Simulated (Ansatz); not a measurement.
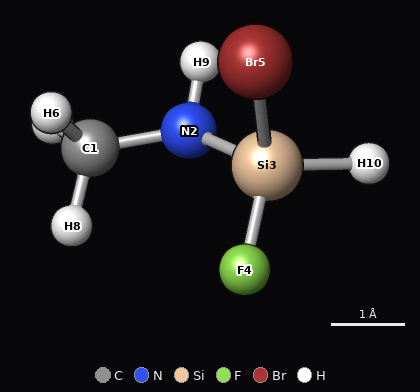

The starting structure (ball-and-stick view, seen at a tilt; atoms are numbered from 1 in the order of the input). Bond lengths as drawn: Br–Si 2.22 Å, C–H 1.09 to 1.14 Å, C–N 1.39 Å, F–Si 1.57 Å, H–N 0.98 Å, H–Si 1.51 Å and N–Si 1.67 Å.

**CH$_{5}$BrFNSi: geometry relaxation (part 1 of 2)**

The run: geometry relaxation of CH$_{5}$BrFNSi. Method and program: RKS PBE-D4/def2-SVP (Ansatz 0.2.0).

The geometry: force-field start. Figures and captions count atoms from 1; the log counts them from 0 in places.

### The program's output
```
Functional definition: PBE
  name "PBE"
  cite "Perdew, Burke & Ernzerhof, Phys. Rev. Lett. 77, 3865 (1996) doi:10.1103/PhysRevLett.77.3865"
  parent pbe
  parameter kappa = 0.804
  parameter beta = 0.06672455060314922
  exchange = pbe_x(kappa = kappa, mu = beta*pi^2/3)
  correlation = pbe_c(beta = beta)
1309 factors; their error is unknown
mean field evaluation 1: about -83207.0667 eV, gradient 6.8e1 eV
mean field evaluation 2: about -83171.1481 eV, gradient 1.4e2 eV
mean field evaluation 4: about -83216.6401 eV, gradient 1.1e1 eV
mean field evaluation 8: about -83216.8576 eV, gradient 2.0e-1 eV
mean field evaluation 16: about -83216.7413 eV, gradient 5.9e-4 eV
mean field -83216.74127526 eV, -3058.1588355327 hartree, gradient 3.5e-5 eV, S^2 0.000000; 0 other end points of the search recorded, 0 dependent functions left out
the calculation of the forces begins
reference -83216.74130891 eV, -3058.1588367692 hartree; 38, 38 occupied and 79, 79 virtual orbitals, 1309 factors
relax step   1: F+E_penalty+E_count = -83216.98321819 eV  Δ(F+E_penalty+E_count) = +0.000e0 eV  max|allowed force component| = 2.648e0 eV/Å  Δτ_max = 0.0000 Å  (28 SCF iters, accepted)
these checks for a lower state are left out or cut short: starts, cluster_reference, orbital_swaps, neighbouring_geometries, increment
1309 factors; their error is unknown
mean field -83217.07115132 eV, -3058.1709582542 hartree, gradient 1.5e-5 eV, S^2 0.000000; 0 other end points of the search recorded, 0 dependent functions left out
[... from here on the field's lines of each further geometry are left out, up to the last ...]
relax step   2: F+E_penalty+E_count = -83217.30896002 eV  Δ(F+E_penalty+E_count) = -3.257e-1 eV  max|allowed force component| = 1.302e0 eV/Å  Δτ_max = 0.1486 Å  (28 SCF iters, accepted)
relax step   3: F+E_penalty+E_count = -83217.40567842 eV  Δ(F+E_penalty+E_count) = -9.672e-2 eV  max|allowed force component| = 6.008e-1 eV/Å  Δτ_max = 0.1480 Å  (29 SCF iters, accepted)
relax step   4: F+E_penalty+E_count = -83217.43010117 eV  Δ(F+E_penalty+E_count) = -2.442e-2 eV  max|allowed force component| = 3.381e-1 eV/Å  Δτ_max = 0.1037 Å  (30 SCF iters, accepted)
relax step   5: F+E_penalty+E_count = -83217.43427120 eV  Δ(F+E_penalty+E_count) = -4.170e-3 eV  max|allowed force component| = 5.480e-1 eV/Å  Δτ_max = 0.2000 Å  (36 SCF iters, accepted)
relax step   6: F+E_penalty+E_count = -83217.45550850 eV  Δ(F+E_penalty+E_count) = -2.124e-2 eV  max|allowed force component| = 1.512e-1 eV/Å  Δτ_max = 0.2000 Å  (29 SCF iters, accepted)
relax step   7: F+E_penalty+E_count = -83217.46474807 eV  Δ(F+E_penalty+E_count) = -9.240e-3 eV  max|allowed force component| = 1.064e-1 eV/Å  Δτ_max = 0.0699 Å  (30 SCF iters, accepted)
relax step   8: F+E_penalty+E_count = -83217.46705550 eV  Δ(F+E_penalty+E_count) = -2.307e-3 eV  max|allowed force component| = 4.669e-2 eV/Å  Δτ_max = 0.0419 Å  (30 SCF iters, accepted)
relax step   9: F+E_penalty+E_count = -83217.46888687 eV  Δ(F+E_penalty+E_count) = -1.831e-3 eV  max|allowed force component| = 7.843e-2 eV/Å  Δτ_max = 0.0511 Å  (29 SCF iters, accepted)
relax step  10: F+E_penalty+E_count = -83217.46964304 eV  Δ(F+E_penalty+E_count) = -7.562e-4 eV  max|allowed force component| = 2.054e-1 eV/Å  Δτ_max = 0.0676 Å  (29 SCF iters, accepted)
relax step  11: F+E_penalty+E_count = -83217.47064832 eV  Δ(F+E_penalty+E_count) = -1.005e-3 eV  max|allowed force component| = 9.442e-2 eV/Å  Δτ_max = 0.0222 Å  (30 SCF iters, accepted)
relax step  12: F+E_penalty+E_count = -83217.47077827 eV  Δ(F+E_penalty+E_count) = -1.300e-4 eV  max|allowed force component| = 8.193e-2 eV/Å  Δτ_max = 0.0057 Å  (31 SCF iters, accepted)
relax step  13: F+E_penalty+E_count = -83217.47120214 eV  Δ(F+E_penalty+E_count) = -4.239e-4 eV  max|allowed force component| = 8.374e-2 eV/Å  Δτ_max = 0.0469 Å  (30 SCF iters, accepted)
relax step  14: F+E_penalty+E_count = -83217.47157229 eV  Δ(F+E_penalty+E_count) = -3.701e-4 eV  max|allowed force component| = 3.240e-2 eV/Å  Δτ_max = 0.0446 Å  (30 SCF iters, accepted)
relax step  15: F+E_penalty+E_count = -83217.47179233 eV  Δ(F+E_penalty+E_count) = -2.200e-4 eV  max|allowed force component| = 2.740e-2 eV/Å  Δτ_max = 0.0100 Å  (32 SCF iters, accepted)
relax step  16: F+E_penalty+E_count = -83217.47206777 eV  Δ(F+E_penalty+E_count) = -2.754e-4 eV  max|allowed force component| = 1.965e-2 eV/Å  Δτ_max = 0.0328 Å  (31 SCF iters, accepted)
relax step  17: F+E_penalty+E_count = -83217.47224708 eV  Δ(F+E_penalty+E_count) = -1.793e-4 eV  max|allowed force component| = 5.824e-2 eV/Å  Δτ_max = 0.0710 Å  (30 SCF iters, accepted)
relax step  18: F+E_penalty+E_count = -83217.47243145 eV  Δ(F+E_penalty+E_count) = -1.844e-4 eV  max|allowed force component| = 3.038e-2 eV/Å  Δτ_max = 0.0029 Å  (32 SCF iters, accepted)
relax step  19: F+E_penalty+E_count = -83217.47247208 eV  Δ(F+E_penalty+E_count) = -4.063e-5 eV  max|allowed force component| = 2.206e-2 eV/Å  Δτ_max = 0.0142 Å  (30 SCF iters, accepted)
the calculation of the forces begins
reference -83217.23455989 eV, -3058.1769634085 hartree; 38, 38 occupied and 79, 79 virtual orbitals, 1309 factors
relax step  20: F+E_penalty+E_count = -83217.47273021 eV  Δ(F+E_penalty+E_count) = -2.581e-4 eV  max|allowed force component| = 1.761e-2 eV/Å  Δτ_max = 0.0326 Å  (31 SCF iters, accepted)
1309 factors; their error is unknown
mean field evaluation 160: about -83217.3273 eV, gradient 3.5e0 eV
```

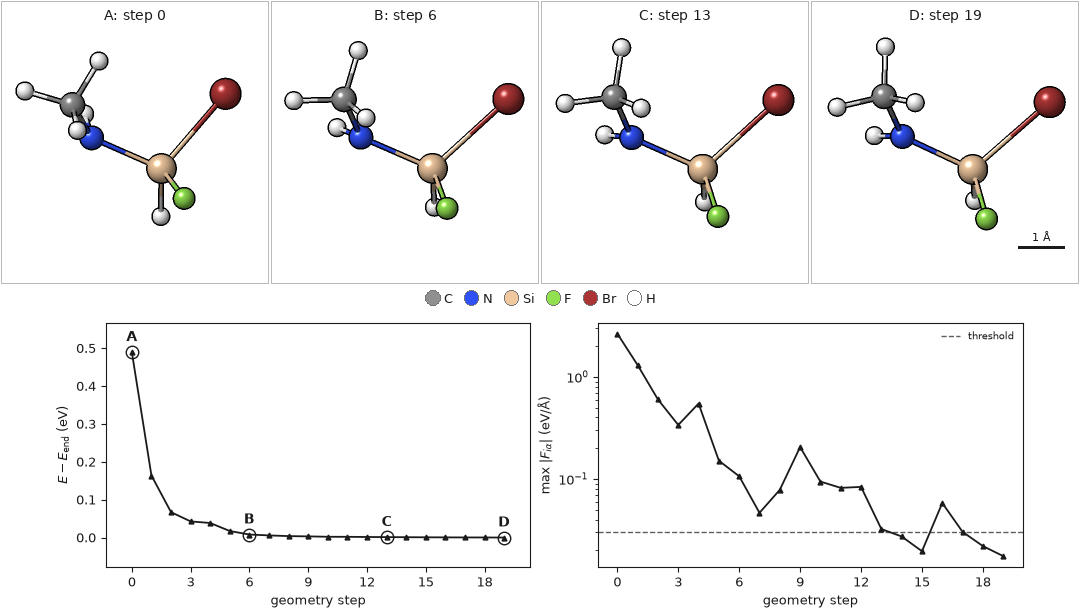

Frames of the relaxation (ball-and-stick view, seen at a tilt) above the curves, on which the letters mark them (the first geometry is step 0 here and step 1 in the log).

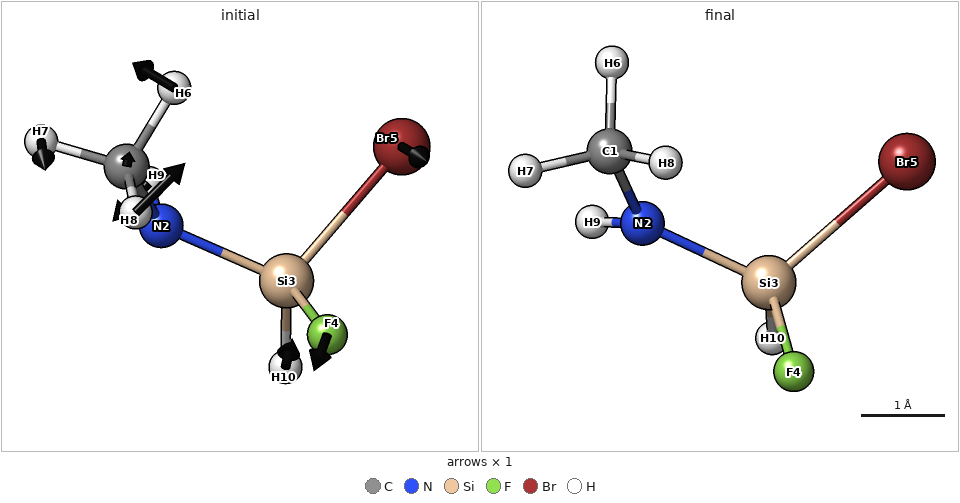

Before (left) and after (right) the relaxation, at one scale (ball-and-stick view, seen at a tilt). The black arrows give the displacements, at true length. The atom that moves furthest after the best rigid fit is H8 (0.86 Å). By element the largest moves are H 0.86 Å, Br 0.78 Å, F 0.52 Å, C 0.19 Å, Si 0.06 Å, N 0.03 Å. Distances before and after: C1–N2 1.386 → 1.455 Å, Si3–F4 1.568 → 1.635 Å, N2–H9 0.977 → 1.023 Å, N2–Si3 1.672 → 1.711 Å. Among the angles that change: Si3–N2–H9 106.3° → 116.7°, C1–N2–H9 109.8° → 115.1°, F4–Si3–Br5 108.6° → 103.5°. Over 19 geometry steps the energy falls by 0.490 eV. The largest force component goes from 2.6 to 0.018 eV/Å. (Atoms are counted from 1 in the order of the input.)

```
mean field -83217.23452472 eV, -3058.1769621159 hartree, gradient 2.2e-5 eV, S^2 0.000000; 1 other end points of the search recorded, 0 dependent functions left out
the calculation of the forces begins
reference -83217.23455989 eV, -3058.1769634085 hartree; 38, 38 occupied and 79, 79 virtual orbitals, 1309 factors
Total energy: -83217.47276538 eV, -3058.1857172988 hartree
Atom 0 at    -1.192531     0.138592    -0.761560 Å, force    -0.000397     0.004725    -0.001374 eV/Å
Atom 1 at    -0.132497    -0.655362    -0.158419 Å, force     0.011325     0.002096    -0.004309 eV/Å
Atom 2 at     1.116267    -0.073500     0.856067 Å, force    -0.011510     0.017605     0.012250 eV/Å
Atom 3 at     0.509880     0.476564     2.271606 Å, force     0.004122    -0.011712    -0.001444 eV/Å
Atom 4 at     2.163621     1.716798     0.004120 Å, force    -0.000650    -0.002630    -0.006604 eV/Å
Atom 5 at    -0.991817     0.401132    -1.825285 Å, force     0.000739    -0.003784     0.006849 eV/Å
Atom 6 at    -2.170181    -0.387496    -0.714894 Å, force     0.002949     0.001689     0.001130 eV/Å
Atom 7 at    -1.311137     1.090392    -0.206682 Å, force    -0.000298    -0.003099    -0.004279 eV/Å
Atom 8 at     0.006396    -1.579971    -0.572852 Å, force    -0.002915    -0.002688     0.000022 eV/Å
Atom 9 at     2.085000    -1.178349     1.110798 Å, force    -0.003365    -0.002203    -0.002241 eV/Å
Dipole moment:    -0.244593    -0.401881    -0.361804 e Å
```

### Trajectory as extended XYZ (Å, eV, eV/Å), 20 frames, from step=1 to step=20
```
10
Properties=species:S:1:pos:R:3:forces:R:3 step=1 energy=-83216.98322
C    -1.2238    0.0429   -0.5949   -1.7919   2.6480  -0.8366
N    -0.1394   -0.6825   -0.1263   -0.2818  -0.6081   1.6122
Si    1.0655   -0.0421    0.8400    2.1432  -1.4538  -0.1322
F     0.4930    0.9148    1.9424   -0.9906   1.4467   1.5969
Br    2.4343    1.1206   -0.4675    0.4436   0.3772  -0.1548
H    -0.9620    0.9116   -1.2796   -0.0025  -0.3429   0.1496
H    -1.9209   -0.5668   -1.1608   -0.5917  -0.5575  -0.3401
H    -1.8087    0.5348    0.2143    0.0853  -0.2594   0.1048
H     0.3128   -1.1226   -0.8725    1.0276  -1.5686  -1.8397
H     1.8322   -1.1619    1.5078   -0.0412   0.3183  -0.1600
10
Properties=species:S:1:pos:R:3:forces:R:3 step=2 energy=-83217.30896
C    -1.2618    0.0677   -0.6207   -0.8625   1.1754  -0.4833
N    -0.1511   -0.6859   -0.1322    0.2215  -0.4857   0.0473
Si    1.0919   -0.0523    0.8400    1.3024  -0.5369  -0.3931
F     0.5051    0.9158    1.9606   -0.6549   0.7587   0.8926
Br    2.5353    1.1841   -0.3790    0.0106   0.0463   0.0369
H    -0.9979    0.9033   -1.3320    0.0243  -0.2625   0.1611
H    -1.9925   -0.5684   -1.1510   -0.0714  -0.2091  -0.0248
H    -1.8204    0.5552    0.2071    0.1153  -0.1111   0.0597
H     0.2814   -1.2310   -0.8786   -0.0036  -0.4238  -0.2051
H     1.8930   -1.1398    1.4887   -0.0818   0.0487  -0.0913
10
Properties=species:S:1:pos:R:3:forces:R:3 step=3 energy=-83217.40568
C    -1.2742    0.1000   -0.6494   -0.2018  -0.0602  -0.0273
N    -0.1420   -0.6773   -0.1490    0.4407  -0.5364  -0.5839
Si    1.1287   -0.0434    0.8300    0.0868   0.0797  -0.1918
F     0.4738    0.8798    2.0016   -0.0814   0.0530   0.0010
Br    2.5671    1.2890   -0.3108   -0.1478  -0.0862   0.1577
H    -1.0063    0.8718   -1.4127   -0.0031  -0.0877   0.0520
H    -2.0429   -0.5766   -1.0976    0.2069   0.1502   0.1048
H    -1.7661    0.6208    0.2003    0.0832  -0.0047  -0.0775
H     0.2280   -1.3660   -0.8502   -0.4290   0.5337   0.6008
H     1.9168   -1.1493    1.4407    0.0456  -0.0414  -0.0359
10
Properties=species:S:1:pos:R:3:forces:R:3 step=4 energy=-83217.43010
C    -1.2713    0.1026   -0.6564   -0.0171  -0.0478   0.0397
N    -0.1472   -0.6891   -0.1525    0.3194  -0.2367  -0.3381
Si    1.1344   -0.0530    0.8112   -0.0402   0.2008   0.0544
F     0.4699    0.8645    1.9897   -0.0622  -0.1019  -0.0381
Br    2.5524    1.3588   -0.2356   -0.0809  -0.0837  -0.0075
H    -0.9954    0.8311   -1.4561   -0.0097  -0.0502   0.0310
H    -2.0627   -0.5683   -1.0589    0.0876   0.0758   0.0570
H    -1.7214    0.6736    0.1833    0.0569  -0.0171  -0.0758
H     0.1796   -1.4141   -0.8207   -0.2526   0.3038   0.3301
H     1.9446   -1.1575    1.3989   -0.0012  -0.0430  -0.0528
10
Properties=species:S:1:pos:R:3:forces:R:3 step=5 energy=-83217.43427
C    -1.2284    0.1187   -0.6739    0.2311  -0.0111   0.0022
N    -0.0880   -0.6583   -0.1963   -0.2658  -0.0698   0.0140
Si    1.1344   -0.0243    0.8258   -0.0818  -0.5480  -0.4151
F     0.3791    0.7559    2.0391    0.0812   0.1441   0.1566
Br    2.4652    1.4674   -0.1800    0.0377   0.1506   0.0717
H    -0.9783    0.7410   -1.5618   -0.1066   0.0405  -0.0828
H    -2.0746   -0.5463   -0.9336   -0.0529  -0.0108  -0.0157
H    -1.5747    0.7985    0.1295   -0.0253   0.0243  -0.0069
H     0.0838   -1.5234   -0.7206    0.1159   0.1718   0.1202
H     1.9644   -1.1803    1.2746    0.0665   0.1084   0.1557
10
Properties=species:S:1:pos:R:3:forces:R:3 step=6 energy=-83217.45551
C    -1.2060    0.1214   -0.6930    0.1057   0.1235   0.1279
N    -0.1619   -0.7402   -0.1387    0.0769   0.1001  -0.0552
Si    1.1020   -0.0808    0.8221    0.0076   0.1512   0.0410
F     0.4093    0.6689    2.1000    0.0327  -0.0501  -0.0181
Br    2.2878    1.5595   -0.1750   -0.0642  -0.0960   0.0195
H    -0.9026    0.6507   -1.6266   -0.0240  -0.0595  -0.0087
H    -2.1383   -0.4462   -0.8946    0.0273  -0.0026   0.0399
H    -1.4370    0.9039    0.0626   -0.1149  -0.0796  -0.1203
H     0.0854   -1.5444   -0.7222   -0.0297  -0.0276  -0.0155
H     2.0445   -1.1440    1.2681   -0.0173  -0.0594  -0.0106
```
